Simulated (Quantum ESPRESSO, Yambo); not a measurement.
# How the form of the self-energy moves the gap of CdS (Hawleyite), part 2 of 2

How much does the gap of CdS (Hawleyite) depend on the approximation to the self-energy?

Quantum ESPRESSO 7.5 and Yambo 5.3.0; PBE and many-body steps on it, plane waves. Known limits of the many-body steps: not at the basis limit; no spin-orbit coupling; coarse k mesh.

So far. Step 2 (Empty states on the mesh, 4×4×4 mesh, 331 bands): On this mesh the gap is 1.145 eV. Step 4 (G0W0, Godby-Needs plasmon pole): The gap on the mesh goes from 1.14 eV to 2.14 eV, a correction of +0.99 eV.

**5. One-shot COHSEX**

This step: one-shot COHSEX on PBE, plane waves, norm-conserving pseudopotentials.

Contents of gw4.in:

```
HF_and_locXC
gw0
dyson
cohsex
em1s
rim_cut
RandQpts= 1000000
RandGvec= 1 RL
EXXRLvcs= 94 Ry
VXCRLvcs= 376 Ry
Chimod= "HARTREE"
% BndsRnXs
 1 | 142 |
%
NGsBlkXs= 10.5 Ry
% LongDrXs
 1 | 1 | 1 |
%
% GbndRnge
 1 | 142 |
%
DysSolver= "n"
ExtendOut
% QPkrange
 1 | 1 | 12 | 15 |
%
```

Run with:

```sh
> OMP_NUM_THREADS=1 mpirun -n 4 yambo -F gw4.in -J gw4 -C gw4 > gw4.log
```

Log:

```text
 Yambo, version 5.3.0

 [02] CORE Variables Setup
 =========================

  [... cell, symmetries and grids as in the set-up ...]

  [02.05] Energies & Occupations
  ==============================

  [X] === General ===
  [X] Electronic Temperature                        :  0.000000  0.000000 [eV K]
  [X] Bosonic    Temperature                        :  0.000000  0.000000 [eV K]
  [X] Finite Temperature mode                       : no
  [X] El. density                                   :  0.52403E+24 [cm-3]
  [X] Fermi Level                                   :  6.982057 [eV]

  [X] === Gaps and Widths ===
  [X] Conduction Band Min                           :  1.144724 [eV]
  [X] Valence Band Max                              :  0.000000 [eV]
  [X] Filled Bands                                  :  13
  [X] Empty Bands                                   :    14   331
  [X] Direct Gap                                    :  1.144724 [eV]
  [X] Direct Gap localized at k                     :  1
  [X] Indirect Gap                                  :  1.144724 [eV]
  [X] Indirect Gap between kpts                     :  1  1
  [X] Last valence band width                       :  2.183510 [eV]
  [X] 1st conduction band width                     :  4.279643 [eV]

 [03] Transferred momenta grid and indexing
 ==========================================

 IBZ Q-points                                      :   8
 BZ  Q-points                                      :   64

 K/Q-points units:
 rlu = crystal or reduced units; cc = cartesian coordinates; iku = interal k-units

 Q [1]          [rlu]:  0.000000  0.000000  0.000000
 Q [2]          [rlu]: -0.40681E-17 -0.40681E-17  0.25000
 Q [3]          [rlu]:  0.81362E-17  0.81362E-17 -0.50000
[...]
BZ Q point size factor                           : -1.000000
  X Optical Averaged directions                    : none

 [07] Local Exchange-Correlation + Non-Local Fock
 ================================================

 [VXC] Plane waves :   41151
 [EXS] Plane waves :   5161

 QP @ state[ 1 ] K range:  1  1
 QP @ state[ 1 ] b range:  12  15

 [xc] Functional : Perdew, Burke & Ernzerhof(X)+Perdew, Burke & Ernzerhof(C)
 [xc] LIBXC used to calculate xc functional
  PP Number of Atomic Species                      :  2
  NLCC RL compoments                               :   41151
  PP Number of Atomic Species                      :  2
  NLCC RL compoments                               :   41151

 [xc] E_xc :  -17.59455 [Ha]
      E_xc :  -35.18910 [Ry]

  Local XC kind (lXC) : Perdew, Burke & Ernzerhof(X)+Perdew, Burke & Ernzerhof(C)
  Non-Local XC kind (nlXC) : Hartree-Fock

  Corrections @ K [1] :  [eV]
 <12|nlXC|12> = -18.34334 -0.77818E-18 <12|lXC|12> = -15.38909 -0.14161E-15
 <13|nlXC|13> = -18.34339 -0.10121E-17 <13|lXC|13> = -15.38909  0.000000
 <14|nlXC|14> = -6.737015 -0.35482E-17 <14|lXC|14> = -10.63635  0.000000
 <15|nlXC|15> = -5.838126  0.28639E-17 <15|lXC|15> = -10.64223  0.000000

 [08] Dyson equation: Newton solver
 ==================================

 [Newton] Sc step       :  0.100000 [eV]
 [Newton] Sc steps      :  1

  [08.01] G0W0 (COHSEX)
  =====================

  [  GW  ] Bands range     :   1  15

  QP @ state[ 1 ] K range:  1  1
  QP @ state[ 1 ] b range:  12  15

   Sc Empty Bands                                   : no
   Sc bands terminator                              : no
   Sx RL components                                 :   5161

   QP @ state[ 1 ] K range                          :  1  1
   QP @ state[ 1 ] b range                          :  12  15
   GF WF`s kind                                     : Perdew, Burke & Ernzerhof(X)+Perdew, Burke & Ernzerhof(C)
   Xs energies kind                                 : Perdew, Burke & Ernzerhof(X)+Perdew, Burke & Ernzerhof(C)
   Xs WF`s kind                                     : Perdew, Burke & Ernzerhof(X)+Perdew, Burke & Ernzerhof(C)

 [11] Game Over & Game summary
```

It took 60 s on 4 MPI ranks of Arm Neoverse V1, shared host; peak memory 1.8 GiB; 3.9 min of CPU time.

Numbers from this step:

| Quantity | Value |
| --- | --- |
| quasiparticle gap on the points computed | 2.782 eV |
| starting gap on the mesh | 1.145 eV |
| k of the valence top | 0, 0, 0 |
| k of the conduction bottom | 0, 0, 0 |
| least direct quasiparticle gap on the computed points | 2.782 eV |
| Z at the valence top | 1 |
| Z at the conduction bottom | 1 |

Against G0W0 in Yambo (4×4×4 mesh, 142 bands, screening to 142.9 eV, Godby-Needs plasmon pole), the gap moves by +0.646 eV.

**6. One-shot Hartree-Fock**

This step: one-shot Hartree-Fock on PBE, plane waves, norm-conserving pseudopotentials.

Contents of gw5.in:

```
HF_and_locXC
rim_cut
RandQpts= 1000000
RandGvec= 1 RL
EXXRLvcs= 94 Ry
VXCRLvcs= 376 Ry
% QPkrange
 1 | 1 | 12 | 15 |
%
```

Run with:

```sh
> OMP_NUM_THREADS=1 mpirun -n 4 yambo -F gw5.in -J gw5 -C gw5 > gw5.log
```

Log:

```text
 Yambo, version 5.3.0

 [02] CORE Variables Setup
 =========================

  [... cell, symmetries and grids as in the set-up ...]

  [02.05] Energies & Occupations
  ==============================

  [X] === General ===
  [X] Electronic Temperature                        :  0.000000  0.000000 [eV K]
  [X] Bosonic    Temperature                        :  0.000000  0.000000 [eV K]
  [X] Finite Temperature mode                       : no
  [X] El. density                                   :  0.52403E+24 [cm-3]
[...]
PP Number of Atomic Species                      :  2
  NLCC RL compoments                               :   41151

 [xc] E_xc :  -17.59455 [Ha]
      E_xc :  -35.18910 [Ry]

  Local XC kind (lXC) : Perdew, Burke & Ernzerhof(X)+Perdew, Burke & Ernzerhof(C)
  Non-Local XC kind (nlXC) : Hartree-Fock

  Corrections @ K [1] :  [eV]
 <12|nlXC|12> = -18.34334 -0.77818E-18 <12|lXC|12> = -15.38909 -0.14161E-15
 <13|nlXC|13> = -18.34339 -0.10121E-17 <13|lXC|13> = -15.38909  0.000000
 <14|nlXC|14> = -6.737015 -0.35482E-17 <14|lXC|14> = -10.63635  0.000000
 <15|nlXC|15> = -5.838126  0.28639E-17 <15|lXC|15> = -10.64223  0.000000

 [08] Game Over & Game summary
```

It took 5.2 s on 4 MPI ranks; peak memory 1.7 GiB; 21 s of CPU time.

This step gave:

```yaml
quasiparticle_gap_on_the_mesh: 7.998 eV
starting_gap_on_the_mesh: 1.145 eV
k_of_the_valence_top: 0, 0, 0
k_of_the_conduction_bottom: 0, 0, 0
least_direct_quasiparticle_gap_on_the_computed_points: 7.998 eV
```

Against G0W0 in Yambo (4×4×4 mesh, 142 bands, screening to 142.9 eV, Godby-Needs plasmon pole), the gap moves by +5.862 eV.

**7. Side by side**

Times are wall times on 4 MPI ranks of Arm Neoverse V1, shared host, good to a factor of about two.

| run | mesh | bands | screening cutoff (eV) | DFT gap (eV) | gap on the mesh (eV) | direct (eV) | time |
| --- | --- | --- | --- | --- | --- | --- | --- |
| G0W0, Godby-Needs plasmon pole | 4×4×4 | 142 | 142.9 | 1.145 | 2.136 | 2.136 | 76 s |
| one-shot COHSEX | 4×4×4 | 142 | 142.9 | 1.145 | 2.782 | 2.782 | 60 s |
| one-shot Hartree-Fock | 4×4×4 | - | - | 1.145 | 7.998 | 7.998 | 5.2 s |

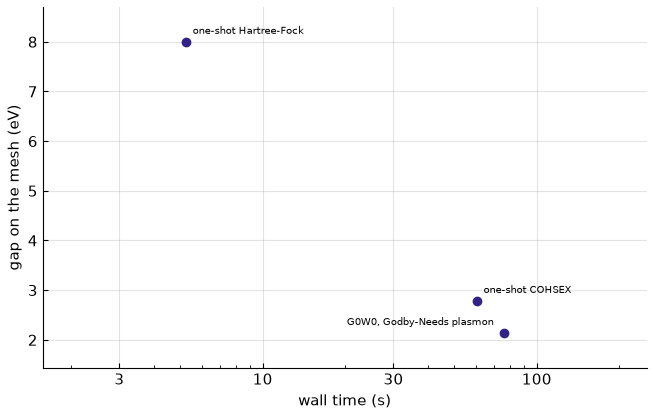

Result against wall time.

**8. Outcome**

```json
{"G0W0, Godby-Needs plasmon pole": "2.136 eV", "one-shot COHSEX": "2.782 eV", "one-shot Hartree-Fock": "7.998 eV", "known limits": "not at the basis limit; no spin-orbit coupling; coarse k mesh"}
```

One-shot COHSEX: +0.646 eV against G0W0, Godby-Needs plasmon pole. One-shot Hartree-Fock: +5.862 eV against G0W0, Godby-Needs plasmon pole. Bare exchange alone opens the gap to 8.00 eV; against G0W0, correlation takes back 5.86 eV. Static COHSEX lies above G0W0: it lacks the factor Z and overstates the Coulomb hole of the filled states. Against experiment, by G0W0, Godby-Needs plasmon pole: the gap of 2.14 eV lies −0.28 eV from the measured 2.42 eV (optical, 1995). An exciton line or allowed optical edge lies below the quasiparticle gap by the binding energy; a forbidden edge can push the onset above it. These are gaps on the mesh, at modest bands and cutoff. The calculation has static nuclei and no excitons; a measured gap holds zero-point and thermal motion, which mostly lowers it. Bands and cutoff are finite, so the gap is not at the basis limit. The miss can reach some tenths of an eV and take either sign; the mesh is an error of its own. The 4×4×4 mesh is coarse for this cell, which bears on the long-range parts of exchange and screening. The many-body steps are scalar-relativistic: spin-orbit coupling is not in them.

[Paths, hosts, dates, memory and timing lines, banners, echoed tables and standing remarks are left out of the program output.]

[Logs are printed without paths, hosts, clocks, repeated set-up lines and the standing remarks that a program may print on its own settings, such as how far it seeks lower states.]

[Runs of the session that timed out or met a known fault of the program may be left out.]

[Hosts, paths, dates, database ids (printed as entryN), source tags and the programs' standing remarks are cut or masked in the printed files.]
